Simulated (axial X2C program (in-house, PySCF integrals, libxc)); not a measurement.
# TiH⁺: Ω levels from open-shell CI on d2 s0 p(π)0

Aim: the spin–orbit levels of TiH⁺ that arise from the configuration d2 s0 p(π)0 of Ti, and how they move with the bond.

Program: an in-house X2C program for linear molecules on PySCF integrals. Level of theory: two-component X2C, average-of-configuration Hartree–Fock and CI in the open shells. These are calculated values, not measurements.

All values are calculated.

## Step 1: Input

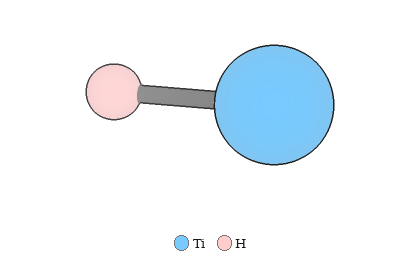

The atoms on one line, bond 1.763 Å (titanium blue, hydrogen pink).

task.json reads:

```json
{"zs": [22, 1], "q": 1, "bas": ["dyall-v3z", "dyall-v3z"], "r0": 1.68, "metal": 0, "shells": [[2, [0, 1, 2], 2], [0, [0], 0], [1, [1], 0]], "fix": 0, "emax": 3.2, "nroots": 6}
```

Keys: zs atomic numbers; q charge; bas basis sets; r0 starting distance in Å; metal index of the metal atom; shells open shells as [l, |m| values, electrons]; fix electron count of the first shell held; emax energy window in eV; nroots roots for each Ω.

Started as:

```
$ python soci.py task.json out
```

Two-component X2C with atomic mean-field Coulomb and Gaunt terms, basis Ti dyall-v3z, H dyall-v3z (cores contracted in-house). Orbitals come from Hartree–Fock averaged over the configuration Ti d2 s0 p(π)0; CI then distributes these electrons over the d, s, p(π) shells of Ti.

## Step 2: CI at R = 1.763 Å

Output:

```text
average of configuration d2 s0 p(π)0
basis functions 126  fitting functions 748
iter      average energy  largest gradient
   1       -852.758188729   2.49e-01
   2       -852.867861024   7.68e-03
   3       -852.868132554   1.76e-03
   4       -852.868156882   3.92e-04
   5       -852.868158463   1.10e-04
   6       -852.868158747   5.85e-05
   7       -852.868158849   1.83e-05
converged
CI levels
2*Omega        energy/Eh    cm-1   g(par)  dipole/D  leading shell counts
    4      -852.91032584        0   1.997   -4.253  {'2 0 0': 1.0}
    6      -852.90964329      150   6.001   -4.254  {'2 0 0': 1.0}
    8      -852.90895730      300  10.005   -4.255  {'2 0 0': 1.0}
    0      -852.90520126     1125   0.000   -4.225  {'2 0 0': 1.0}
    2      -852.90510846     1145   3.961   -4.223  {'2 0 0': 1.0}
    0      -852.90163449     1908   0.000   -4.304  {'2 0 0': 1.0}
    0      -852.90147307     1943   0.000   -4.300  {'2 0 0': 1.0}
    2      -852.90138879     1961   2.026   -4.303  {'2 0 0': 1.0}
    4      -852.90124011     1994   5.989   -4.304  {'2 0 0': 1.0}
    2      -852.89604349     3135   0.013   -4.554  {'2 0 0': 1.0}
    4      -852.89556275     3240   4.014   -4.554  {'2 0 0': 1.0}
    6      -852.89513302     3334   8.003   -4.555  {'2 0 0': 1.0}
    0      -852.86401878    10163   0.000   -4.379  {'2 0 0': 1.0}
    2      -852.86334518    10311   2.010   -4.263  {'2 0 0': 1.0}
    0      -852.85702480    11698   0.000   -4.286  {'2 0 0': 1.0}
    2      -852.85701289    11701   3.994   -4.285  {'2 0 0': 1.0}
    4      -852.84643683    14022   4.045   -4.328  {'2 0 0': 1.0}
    8      -852.84535429    14260   8.000   -4.370  {'2 0 0': 1.0}
    0      -852.84263493    14856   0.000   -4.389  {'2 0 0': 1.0}
    0      -852.84262736    14858   0.000   -4.389  {'2 0 0': 1.0}
    2      -852.84239231    14910   2.000   -4.389  {'2 0 0': 1.0}
    4      -852.84207092    14980   5.960   -4.388  {'2 0 0': 1.0}
    6      -852.83594500    16325   6.000   -4.238  {'2 0 0': 1.0}
    4      -852.82828783    18005   4.000   -4.341  {'2 0 0': 1.0}
    0      -852.81661452    20567   0.000   -4.487  {'2 0 0': 1.0}
```

Dipoles in the output refer to the first atom as origin, so for this ion they depend on that choice.

Wall time 0.3 s (1 thread of Arm Neoverse V1, shared host).

Active spinors (ω > 0; filled shells left out):

```
shell    ω  ε (eV)           character
    d  1/2   -4.66  81% Ti d, 14% Ti s
    d  3/2   -4.43           100% Ti d
    d  5/2   -4.42           100% Ti d
    d  1/2   -4.27            99% Ti d
    d  3/2   -4.27            99% Ti d
    s  1/2   -1.78  84% Ti s, 15% Ti p
 p(π)  1/2   -3.63            98% Ti p
 p(π)  3/2   -3.62            98% Ti p
```

The levels:

```
Ω  energy (cm⁻¹)     g∥  configuration
2              0   2.00        100% d2
3            150   6.00        100% d2
4            300  10.00        100% d2
0           1125   0.00        100% d2
1           1145   3.96        100% d2
0           1908   0.00        100% d2
0           1943   0.00        100% d2
1           1961   2.03        100% d2
2           1994   5.99        100% d2
1           3135   0.01        100% d2
2           3240   4.01        100% d2
3           3334   8.00        100% d2
0          10163   0.00        100% d2
1          10311   2.01        100% d2
0          11698   0.00        100% d2
1          11701   3.99        100% d2
2          14022   4.04        100% d2
4          14260   8.00        100% d2
0          14856   0.00        100% d2
0          14858   0.00        100% d2
```

g∥ is the magnitude of 2⟨Lz + ge Sz⟩ for the +Ω component.

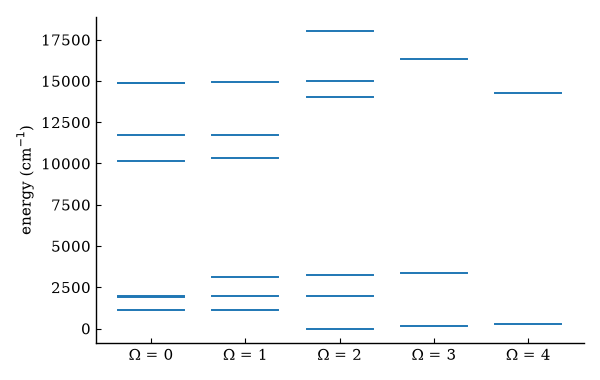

The lowest levels by Ω.

## Step 3: The same at R = 1.640 Å

```
Ω  energy (cm⁻¹)     g∥  configuration
2              0   2.00        100% d2
3            147   6.00        100% d2
4            294  10.00        100% d2
0           1136   0.00        100% d2
1           1152   3.97        100% d2
0           2058   0.00        100% d2
0           2086   0.00        100% d2
1           2110   2.02        100% d2
2           2145   5.99        100% d2
1           3477   0.01        100% d2
```

## Step 4: Curves along the bond

The same input was run at the other distances (logs left out). Energies in cm⁻¹ from the lowest point; levels are followed by energy order within each Ω.

```
R (Å)  (1)Ω=2  (1)Ω=3  (1)Ω=4  (1)Ω=0  (1)Ω=1  (2)Ω=0  (3)Ω=0
1.640     747     894    1041    1883    1899    2805    2834
1.701     174     323     471    1307    1325    2158    2190
1.763       0     150     300    1125    1145    1908    1943
1.834     210     361     513    1321    1344    2030    2070
1.904     758     910    1064    1851    1876    2493    2538
1.983    1692    1846    2001    2760    2789    3333    3385
2.080    3179    3334    3491    4211    4244    4702    4764
```

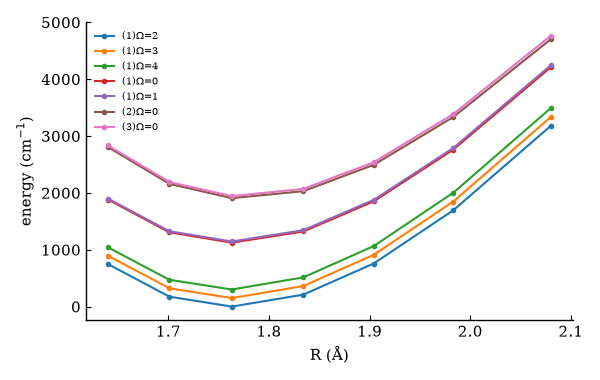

The lowest levels along the scan.

Constants where the minimum is well bracketed:

```
level of the curve  Te (cm⁻¹)  Re (Å)  ωe (cm⁻¹)
            (1)Ω=2          0   1.762     1728.7
            (1)Ω=3        150   1.762     1728.9
            (1)Ω=4        300   1.761     1729.3
            (1)Ω=0       1125   1.764     1713.4
            (1)Ω=1       1145   1.763     1714.9
            (2)Ω=0       1900   1.777     1688.8
            (3)Ω=0       1936   1.776     1692.0
```

## Step 5: Outcome

| quantity | value |
| --- | --- |
| lowest level of the model | Ω = 2, g∥ = 2.00, 100% d2 |
| next level | Ω = 3, 150 cm⁻¹ higher |
| lowest curve, Re and ωe | 1.762 Å, 1728.7 cm⁻¹ |

**Reading.** In the lowest level ⟨Sz⟩ = -1.00 and ⟨Lz⟩ = 3.00; its leading determinant has weight 1.00 among 16. From 1.763 to 1.640 Å the gap from the lowest to the fifth level goes from 1145 to 1152 cm⁻¹. Without dynamic correlation distances can be off by several hundredths of an Å, and the wavenumbers are rough. There is no dynamic correlation: spin–orbit spacings and, for f shells, spacings inside one term are the most reliable numbers, splittings between terms come out too wide, and energies between configurations are not reliable, so the lowest level need not be the ground state of the molecule. For d shells the ligand-field splittings (σ, π, δ) and their order can be off by a thousand cm⁻¹ or more. At most 6 roots were kept for each Ω > 0 (twice that for Ω = 0) within 3.2 eV of the lowest, so higher up levels can be missing between those listed; levels with Ω > 0 are doubly degenerate and listed once, Ω = 0 levels singly. Some active spinors are only partly of the character that their shell is named for, so the shell names and counts are nominal. States that fill the shells left empty in the average are placed too high.
